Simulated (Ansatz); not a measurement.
```xyz
13

C    -1.8088    0.9200    2.1662
C    -1.4268    0.0687    1.3797
S    -1.7507   -2.4723    0.1883
B    -0.8841   -0.9234    0.3687
Si    0.7680   -0.4379   -0.6921
C     0.6825    1.3301   -1.3391
H    -2.1549    1.6595    2.8664
H    -0.9767   -3.0160   -0.7783
H     0.9538   -1.4061   -1.8271
H     1.9603   -0.5903    0.2088
H    -0.1523    1.4474   -2.0474
H     1.6139    1.6126   -1.8525
H     0.5201    2.0276   -0.5024
```

Theory: RKS PBE0-D4/def2-SVP in Ansatz.

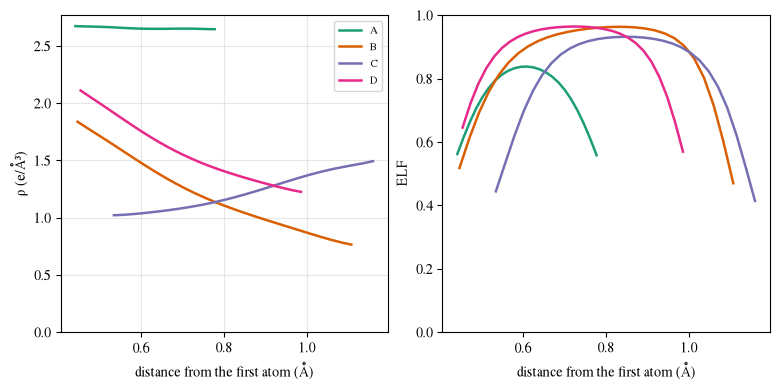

C₃H₇BSSi. Electron density and electron localisation function along straight lines between neighbouring atoms. The curves leave out the atomic cores.

Question: Which curve belongs to which contact (B–S, C–B, C–C and C–Si)? The first atom named is at distance zero.

Answer: Curve A: C–C (1.22 Å): ρ is about 2.7 e/Å³ halfway; the ELF peaks at about 0.85 between the atoms; a multiple bond. Curve B: C–Si (1.88 Å): ρ at the midpoint is about 0.93 e/Å³; the ELF peaks at about 0.95 between the atoms (a shared electron pair). Curve C: B–S (1.78 Å): the density is about 1.2 e/Å³ at the midpoint; the ELF peaks at about 0.95 between the atoms, as expected for localised, covalent bonding. Curve D: C–B (1.52 Å): ρ is about 1.5 e/Å³ halfway; the ELF peaks at about 0.95 between the atoms; localised, covalent bonding.
